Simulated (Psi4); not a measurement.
# UM06-2X/def2-SVP (sweep point 3) run of GeH3O (SMILES [OH][GeH2])

What is the vertical doublet–quartet gap of GeH3O at UM06-2X/def2-SVP (sweep point 3)? 

Program for the calculation: Psi4 1.11.

4 further runs of the same task are left out: 4 set aside as unsound or not needed.

## 1. The molecule

The species is GeH3O (5 atoms), meant as a doublet with charge 0. As SMILES, `[OH][GeH2]`. The coordinates come from a PBE0-D4/def2-TZVP relaxation. This is one conformer, not always the lowest.

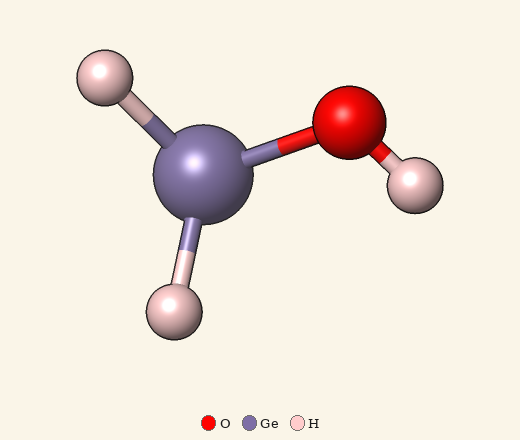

The structure, seen from a chosen angle (oxygen red, germanium purple, hydrogen pink).

## 2. A single-point energy at UM06-2X/def2-SVP (sweep point 3)

File input.in:

```
memory 1.6 GB

molecule molecule1 {
  0 2
  O      0.355500    -1.075800     0.460700
  Ge    -0.520100     0.416100     0.017700
  H      1.097400    -0.907600     1.046500
  H     -1.396800    -0.014400    -1.180300
  H      0.513900     1.508000    -0.385900
  symmetry c1
}

set reference uks
set puream true
set scf_type pk
set dft_radial_points 99
set dft_spherical_points 590
set d_convergence 0.0001
set e_convergence 0.0001
set maxiter 150

e_tot, wfn = energy('m06-2x/def2-SVP', return_wfn=True)
print_variables()
```

Started as:

```console
$ psi4 -i input.in -o input.out -n 1
```

input.out:

```text
[...]
  Running in c1 symmetry.
[...]
  Nuclear repulsion =  113.083763680620223
[...]
  Multiplicity = 2
[...]
  Nalpha       = 22
  Nbeta        = 21
[...]
    Number of basis functions: 61
[...]
   @UKS iter   1: -2152.44769637323225   -2.69083e+00   3.68750e-02 ADIIS/DIIS
[...]
   @UKS iter   6: -2153.64639022276515   -9.05101e-05   4.45580e-05 DIIS
[...]
   @S^2 Observed:                7.526366454E-01
[...]
    Orbital Energies [Eh]
    ---------------------
    Alpha Occupied:
       1A   -400.966162     2A    -50.513560     3A    -45.054510
       4A    -45.052498     5A    -45.052224     6A    -19.628488
       7A     -6.510641     8A     -4.677481     9A     -4.674000
      10A     -4.672089    11A     -1.415229    12A     -1.411472
      13A     -1.409354    14A     -1.407890    15A     -1.407185
      16A     -1.084773    17A     -0.630108    18A     -0.526965
      19A     -0.438601    20A     -0.421216    21A     -0.388235
      22A     -0.258689
    Alpha Virtual:
      23A      0.046681    24A      0.105332    25A      0.114325
[...]
  @UKS Final Energy: -2153.64639022276515
   => Energetics <=
    Nuclear Repulsion Energy =            113.0837636806202227
    One-Electron Energy =               -3225.4425336317517576
    Two-Electron Energy =                1000.6541362095681507
    DFT Exchange-Correlation Energy =     -41.9417564812013239
    Empirical Dispersion Energy =           0.0000000000000000
    VV10 Nonlocal Energy =                  0.0000000000000000
    Total Energy =                      -2153.6463902227651488
[...]
 Multipole Moments:
 ------------------------------------------------------------------------------------
     Multipole            Electronic (a.u.)      Nuclear  (a.u.)        Total (a.u.)
 ------------------------------------------------------------------------------------
 L = 1.  Multiply by 2.5417464519 to convert [e a0] to [Debye]
 Dipole X            :         -2.5691673            2.7822924            0.2131251
 Dipole Y            :          2.8461170           -2.3586813            0.4874357
 Dipole Z            :          0.3598649           -0.0756779            0.2841870
 Magnitude           :                                                    0.6031402
[...]
```

Wall time 8.4 s (1 thread of Intel Xeon 6975P-C (Granite Rapids), shared host); peak memory 1.3 GiB.

## 3. The quartet

File input.dat:

```
memory 1600 MB

molecule mol {
  0 4
  O      0.355500    -1.075800     0.460700
  Ge    -0.520100     0.416100     0.017700
  H      1.097400    -0.907600     1.046500
  H     -1.396800    -0.014400    -1.180300
  H      0.513900     1.508000    -0.385900
  units angstrom
  symmetry c1
}

set globals {
  basis def2-SVP
  reference uks
  puream true
  scf_type pk
  dft_radial_points 99
  dft_spherical_points 590
  d_convergence 0.0001
  e_convergence 0.0001
  maxiter 150
}

E, wfn = energy('m06-2x', return_wfn=True)
```

Started as:

```console
$ psi4 -i input.dat -o output.dat -n 1
```

output.dat:

```text
[...]
  Running in c1 symmetry.
[...]
  Nuclear repulsion =  113.083763680620223
[...]
  Multiplicity = 4
[...]
  Nalpha       = 23
  Nbeta        = 20
[...]
    Number of basis functions: 61
[...]
   @UKS iter   1: -2152.07702626814535   -2.32016e+00   3.73452e-02 ADIIS/DIIS
[...]
   @UKS iter  15: -2153.38006996681588   -5.22544e-05   5.51698e-05 DIIS
[...]
   @S^2 Observed:                3.755388793E+00
[...]
    Orbital Energies [Eh]
    ---------------------
    Alpha Occupied:
       1A   -400.972681     2A    -50.520713     3A    -45.061549
       4A    -45.060216     5A    -45.058950     6A    -19.795063
       7A     -6.518316     8A     -4.685271     9A     -4.682738
      10A     -4.678321    11A     -1.429071    12A     -1.419056
      13A     -1.415443    14A     -1.415024    15A     -1.413394
      16A     -1.250757    17A     -0.725753    18A     -0.635063
      19A     -0.599845    20A     -0.536054    21A     -0.412489
      22A     -0.283030    23A     -0.124757
    Alpha Virtual:
      24A      0.072965    25A      0.085056    26A      0.094079
[...]
  @UKS Final Energy: -2153.38006996681588
   => Energetics <=
    Nuclear Repulsion Energy =            113.0837636806202227
    One-Electron Energy =               -3223.8056537679808571
    Two-Electron Energy =                 999.2259111212392781
    DFT Exchange-Correlation Energy =     -41.8840910006950580
    Empirical Dispersion Energy =           0.0000000000000000
    VV10 Nonlocal Energy =                  0.0000000000000000
    Total Energy =                      -2153.3800699668163361
[...]
 Multipole Moments:
 ------------------------------------------------------------------------------------
     Multipole            Electronic (a.u.)      Nuclear  (a.u.)        Total (a.u.)
 ------------------------------------------------------------------------------------
 L = 1.  Multiply by 2.5417464519 to convert [e a0] to [Debye]
 Dipole X            :         -2.5183646            2.7822924            0.2639278
 Dipole Y            :          2.0324820           -2.3586813           -0.3261994
 Dipole Z            :          0.2829458           -0.0756779            0.2072679
 Magnitude           :                                                    0.4679999
[...]
```

It took 15 s on 1 thread of Intel Xeon 6975P-C (Granite Rapids), shared host; peak memory 1.3 GiB.

## 4. Results

At UM06-2X/def2-SVP (sweep point 3):

| quantity | value |
| --- | --- |
| doublet: total energy | -2153.64639 Eh |
| doublet: dipole moment | 1.53 D |
| doublet: HOMO energy (highest over α and β) | -7.04 eV |
| doublet: LUMO energy (lowest over α and β) | -1.96 eV |
| doublet: ⟨S²⟩ | 0.753 |
| quartet: total energy | -2153.38007 Eh |
| quartet: dipole moment | 1.19 D |
| quartet: HOMO energy (highest over α and β) | -3.39 eV |
| quartet: ⟨S²⟩ | 3.755 |
| vertical energy of the quartet above the doublet | 7.247 eV |

At this shape the quartet lies 7.25 eV (167 kcal/mol) above the doublet.
